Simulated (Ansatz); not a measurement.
**C4H7NSi: density, localisation and related maps**

Input

```
crystal:
  periodic: [false, false, false]
  atoms:
    - {symbol: C, position_ang: [-2.641772, 1.200373, -0.082108]}
    - {symbol: C, position_ang: [-1.731948, 0.154766, 0.310000]}
    - {symbol: C, position_ang: [-1.160368, -0.747407, -0.793464]}
    - {symbol: C, position_ang: [-2.194172, -1.299234, 0.135702]}
    - {symbol: "N", position_ang: [-3.368310, 2.076802, -0.371035]}
    - {symbol: Si, position_ang: [-0.627893, 0.586215, 1.795829]}
    - {symbol: H, position_ang: [0.226276, 1.779558, 1.479608]}
    - {symbol: H, position_ang: [-1.471240, 0.865520, 3.005985]}
    - {symbol: H, position_ang: [0.242728, -0.616094, 2.044298]}
    - {symbol: H, position_ang: [-0.114098, -1.072803, -0.679157]}
    - {symbol: H, position_ang: [-1.457061, -0.510089, -1.826288]}
    - {symbol: H, position_ang: [-3.215572, -1.448650, -0.245691]}
    - {symbol: H, position_ang: [-1.883617, -2.017410, 0.911216]}
basis:
  gaussian:
    orbitals: def2-SVPD
output: {forces: true, orbitals: {seedname: orbitals}}
hamiltonian:
  xc: {name: PBE0}
```

Command:

```sh
ansatz run input.yaml --threads 2 --pin off --max-ram 5220MiB --events-out events.jsonl --progress --plain --runs-dir runs
```

Geometry: PBE-D3(BJ)/def2-SVP.

The calculation used isolated molecule in a Gaussian basis; Kohn-Sham density functional theory, functional PBE0 (Ansatz 0.2.0).

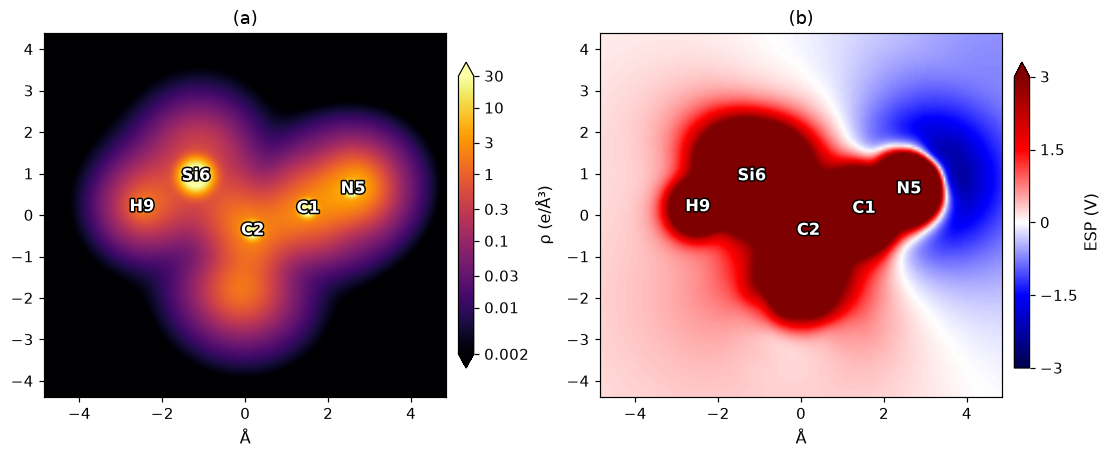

Figure 1. (a) electron density; (b) molecular electrostatic potential on the plane of atoms C1, C2 and Si6.

Question: Interpret the plot.

Answer: The section cuts through C, N, Si and H sites. C–N (1.17 Å): the density is about 3.3 e/Å³ at the midpoint. C–C (1.44 Å): the density is about 1.8 e/Å³ at the midpoint. C–Si (1.90 Å): ρ at the midpoint is about 0.91 e/Å³. Si–H (1.51 Å): the density is about 0.75 e/Å³ at the midpoint. Outside the dense part of the molecule the potential is most negative (−2.3 V) near N5.

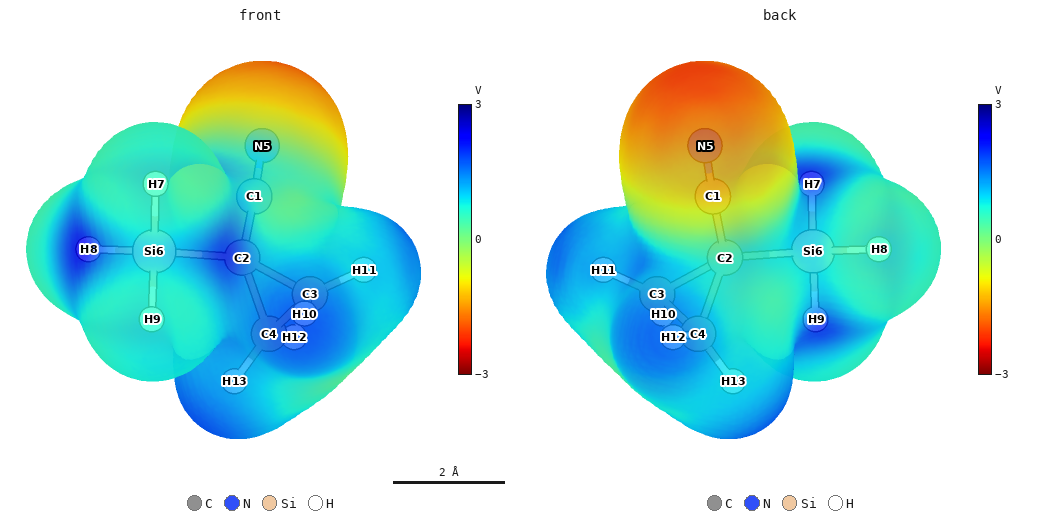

Figure 2. The molecular electrostatic potential painted on the density surface at 0.004 e/bohr³, seen from the front and from behind; the colour scale runs from red (negative) to blue (positive).

Question: Which sites attract a positive test charge, and which a negative one?

Answer: A positive charge is drawn to the negative regions and a negative charge to the positive ones. The most negative region (about −2.1 V, or −48 kcal/mol for a unit charge) lies over N5, the most positive (about +2.2 V, or +51 kcal/mol for a unit charge) over Si6. N5 is the likeliest acceptor of a hydrogen bond.

Question: What dipole moment does the calculation give?

Answer: Its dipole moment is 4.30 D.

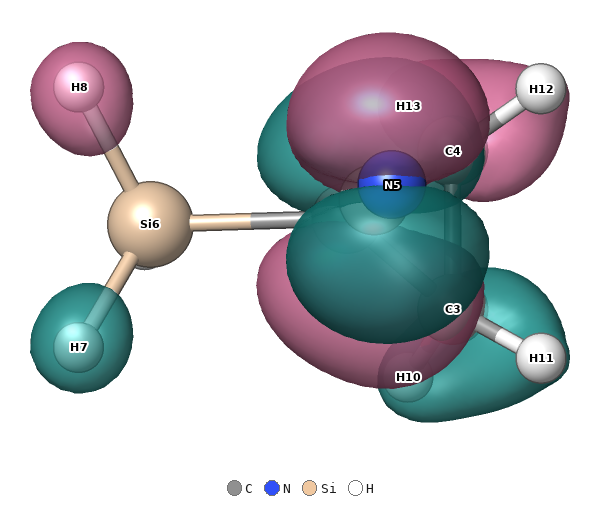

Figure 3. The HOMO at ±0.1 Å⁻³ᐟ² (teal and pink are the two phases), seen from one side.

Question: What is the character of this orbital?

Answer: It lies mainly on N5 (about 30 %), C2 (about 20 %), C1 (about 15 %), C3 (about 10 %) and C4 (about 10 %). Its energy is −8.51 eV.

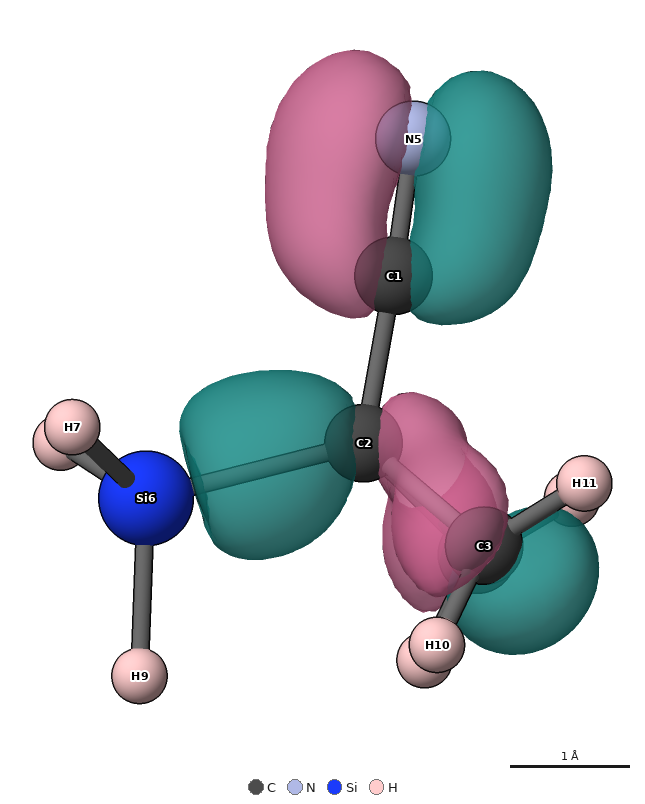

Figure 4. The HOMO−1 at ±0.15 Å⁻³ᐟ² (teal and pink are the two phases), seen across its widest extent.

Question: Where does this orbital lie, and at what energy?

Answer: It lies mainly on N5 (about 30 %), C1 (about 15 %), C2 (about 15 %), C3 (about 10 %), C4 (about 10 %) and Si6 (about 10 %). Its energy is −8.68 eV.
